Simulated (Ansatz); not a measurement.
# BNH (doublet): trial inputs and their diagnosis at scale of all distances = 1.528

3 inputs are run for BNH (doublet) as typed; the log has to tell whether the result can be used and what must change.

The runs use Ansatz 0.2.0, Gaussian basis; the settings change from run to run.

17 further runs of the same task are left out: 2 for a known fault of the program, 13 that didn't finish, 2 set aside as unsound or not needed. Runs told in other sessions of the task aren't counted.

## Step 1: The geometry

The geometry derives from a PBE0/def2-TZVP stationary point (not a proven minimum). All distances are scaled together.

3 atoms, charge 0, spin multiplicity 2.

Atoms are counted from 1 here; the program's logs count them from 0.

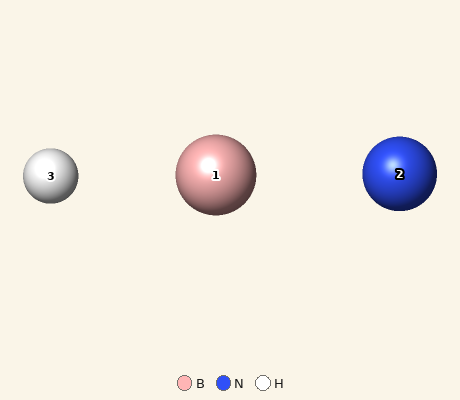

The structure; boron pink, nitrogen blue, hydrogen white; atoms are numbered from 1 in the order of the file.

## Step 2: Attempt 1

Input file in.yaml:

```yaml
crystal:
  periodic: [false, false, false]
  atoms:
    - {symbol: B, position_ang: [0.000000, 0.000000, 0.067115]}
    - {symbol: N, position_ang: [0.000000, 0.000000, -1.927937]}
    - {symbol: H, position_ang: [0.000000, 0.000000, 1.860822]}
basis:
  gaussian: {orbitals: STO-3G, fitting: {mean_field: def2-universal-jkfit}}
magnetization: {spin_polarized: false, initial_magnetization: 1}
correlation: {active_space: {ras: {orbitals: [4, 1, 4], electrons: 29, max_holes: 2, max_particles: 2}, fixed_orbitals: true}}
output: {forces: true}
```

Command:

```console
$ ansatz run in.yaml --threads 1 --pin off --events-out ev --progress --plain --max-ram 2393MiB
```

Log:

```text
Functional definition: HF
  name "HF"
  cite "Fock, Z. Phys. 61, 126 (1930) doi:10.1007/BF01340294"
  parent pbe
  exchange = exact_x
  correlation = 0
170 factors; integrals over basis functions are off by at most 6.8e-3 eV
mean field evaluation 1: about -2124.0405 eV, gradient 3.2e1 eV
mean field evaluation 2: about -2098.2251 eV, gradient 8.4e1 eV
mean field evaluation 4: about -2129.4947 eV, gradient 5.5e0 eV
mean field evaluation 8: about -2129.7118 eV, gradient 3.1e-1 eV
mean field evaluation 16: about -2127.5589 eV, gradient 9.4e-2 eV
mean field evaluation 32: about -2127.2607 eV, gradient 3.5e-2 eV
mean field evaluation 64: about -2127.5582 eV, gradient 2.9e-1 eV
mean field -2129.71449746 eV, -78.2655642092 hartree, gradient 2.1e-6 eV, S^2 0.750000; 9 other end points of the search recorded, 0 dependent functions left out
reference -2129.71449746 eV, -78.2655642092 hartree; 7, 6 occupied and 4, 5 virtual orbitals, 170 factors
Error: 29 electrons in 9 orbitals form no window around the highest filled level of the reference
```

Wall time 0.15 s (1 thread of Arm Neoverse V1, shared host).

Diagnosis: The run stopped with an error. The electron count of the restricted space is wrong. To mend it, count the correlated electrons again.

## Step 3: Attempt 2

Input file in.yaml:

```yaml
crystal:
  periodic: [false, false, false]
  atoms:
    - {symbol: B, position_ang: [0.000000, 0.000000, 0.067115]}
    - {symbol: N, position_ang: [0.000000, 0.000000, -1.927937]}
    - {symbol: H, position_ang: [0.000000, 0.000000, 1.860822]}
basis:
  gaussian: {orbitals: 6-31G}
magnetization: {spin_polarized: false, initial_magnetization: 1}
correlation: {method: fic_mrcisd_q, electrons: outside_noble_gas, active_space: {window: {electrons: 3, orbitals: 3}, states: [{multiplicity: 2, irrep: 12, weights: [1]}]}}
accuracy: high
scf: {lower_state_search: off}
```

Same command.

Log:

```text
Functional definition: HF
  name "HF"
  cite "Fock, Z. Phys. 61, 126 (1930) doi:10.1007/BF01340294"
  parent pbe
  exchange = exact_x
  correlation = 0
these checks for a lower state are left out or cut short: stability, starts, cluster_reference, orbital_swaps, neighbouring_geometries, increment
472 factors; integrals over basis functions are off by at most 3.1e-9 eV
mean field evaluation 1: about -2154.8286 eV, gradient 3.0e1 eV
mean field evaluation 2: about -2154.8286 eV, gradient 3.0e1 eV
mean field evaluation 4: about -2158.5394 eV, gradient 6.0e0 eV
mean field evaluation 8: about -2159.2582 eV, gradient 3.7e-1 eV
mean field evaluation 16: about -2159.2611 eV, gradient 6.5e-8 eV
mean field -2159.26106333 eV, -79.3513804775 hartree, gradient 6.5e-8 eV, S^2 0.750000; 0 other end points of the search recorded, 0 dependent functions left out
reference -2159.26106333 eV, -79.3513804775 hartree; 7, 6 occupied and 13, 14 virtual orbitals, 472 factors
Error: the irrep 12 is not accepted for these orbitals, which take A1, B1, B2, A2, or 1 to 4
```

Run time: 0.15 s. Hardware: 1 thread of Arm Neoverse V1, shared host.

What is wrong: The run stopped with an error. The symmetry label isn't among those of the (sub)group in which the program labels its orbitals. Cure: name an irrep that the log lists.

## Step 4: Attempt 3

Input file in.yaml:

```yaml
crystal:
  periodic: [false, false, false]
  atoms:
    - {symbol: B, position_ang: [0.000000, 0.000000, 0.067115]}
    - {symbol: N, position_ang: [0.000000, 0.000000, -1.927937]}
    - {symbol: H, position_ang: [0.000000, 0.000000, 1.860822]}
basis:
  gaussian: {orbitals: def2-TZVPP}
magnetization: {spin_polarized: false, initial_magnetization: 1}
correlation: {method: ccsdtq, electrons: all}
accuracy: high
output: {forces: true}
```

The command is unchanged.

Log:

```text
Functional definition: HF
  name "HF"
  cite "Fock, Z. Phys. 61, 126 (1930) doi:10.1007/BF01340294"
  parent pbe
  exchange = exact_x
  correlation = 0
1113 factors; integrals over basis functions are off by at most 2.9e-8 eV
mean field evaluation 1: about -2156.3063 eV, gradient 3.0e1 eV
mean field evaluation 2: about -2156.3064 eV, gradient 3.0e1 eV
mean field evaluation 4: about -2159.6287 eV, gradient 6.9e0 eV
mean field evaluation 8: about -2160.2991 eV, gradient 6.3e-1 eV
mean field evaluation 16: about -2160.3075 eV, gradient 2.0e-5 eV
mean field evaluation 32: about -2155.1263 eV, gradient 1.7e1 eV
mean field evaluation 64: about -2153.7815 eV, gradient 1.5e1 eV
mean field evaluation 96: about -2160.3043 eV, gradient 9.1e-1 eV
mean field evaluation 128: about -2156.6435 eV, gradient 2.8e0 eV
mean field evaluation 160: about -2151.1042 eV, gradient 5.2e-2 eV
mean field evaluation 192: about -2160.3049 eV, gradient 3.2e-1 eV
mean field evaluation 224: about -2157.8110 eV, gradient 1.2e-1 eV
mean field evaluation 256: about -2152.4605 eV, gradient 2.2e-4 eV
mean field evaluation 288: about -2158.2347 eV, gradient 1.8e-3 eV
mean field evaluation 320: about -2160.3074 eV, gradient 9.1e-2 eV
mean field evaluation 352: about -2155.6888 eV, gradient 3.8e-3 eV
mean field -2160.30747120 eV, -79.3898352576 hartree, gradient 2.9e-8 eV, S^2 0.750000; 7 other end points of the search recorded, 0 dependent functions left out
mean field evaluation 384: about -2160.4461 eV, gradient 4.6e-1 eV
mean field evaluation 416: about -2162.3395 eV, gradient 7.4e-8 eV
mean field evaluation 448: about -2160.4368 eV, gradient 2.1e-1 eV
mean field evaluation 480: about -2160.4424 eV, gradient 1.6e-1 eV
mean field evaluation 512: about -2160.7094 eV, gradient 2.1e0 eV
mean field evaluation 544: about -2160.9830 eV, gradient 6.3e-1 eV
mean field evaluation 576: about -2158.6687 eV, gradient 1.3e0 eV
mean field evaluation 608: about -2162.1135 eV, gradient 2.6e0 eV
determinant -2160.30747120 eV, -79.3898352576 hartree, with singles and doubles -2169.55254033 eV, -79.7295852818 hartree
determinant -2158.23473824 eV, -79.3136637262 hartree, with singles and doubles -2166.94528686 eV, -79.6337704837 hartree
determinant -2157.81108353 eV, -79.2980947027 hartree, with singles and doubles -2166.55328907 eV, -79.6193648306 hartree
determinant -2156.70402426 eV, -79.2574110249 hartree, with singles and doubles -2166.81156490 eV, -79.6288562923 hartree
unrestricted determinant -2162.33946358 eV, -79.4645096002 hartree, S^2 2.3687
reference -2160.30747120 eV, -79.3898352576 hartree; 7, 6 occupied and 69, 70 virtual orbitals, 1113 factors
```

Run time: 99 s. Hardware: 1 thread of Arm Neoverse V1, shared host.

**Diagnosis.** The run was cut at its time limit. The job is too large for the time given. Cure: a smaller basis or space, or a lower level; a longer limit helps only where the log shows it near its end.

## Step 5: How the runs ended

| attempt | level | ended | cause | time |
| --- | --- | --- | --- | --- |
| 1 | CISD/STO-3G | stopped by an error | the electron count of the restricted space is wrong | 0.15 s |
| 2 | MRCISD+Q(3,3)/6-31G | stopped by an error | the symmetry label isn't among those of the (sub)group in which the program labels its orbitals | 0.15 s |
| 3 | CCSDTQ on ROHF/def2-TZVPP | cut at its time limit | the job is too large for the time given | 99 s |

2 stopped by an error, 1 cut at its time limit.
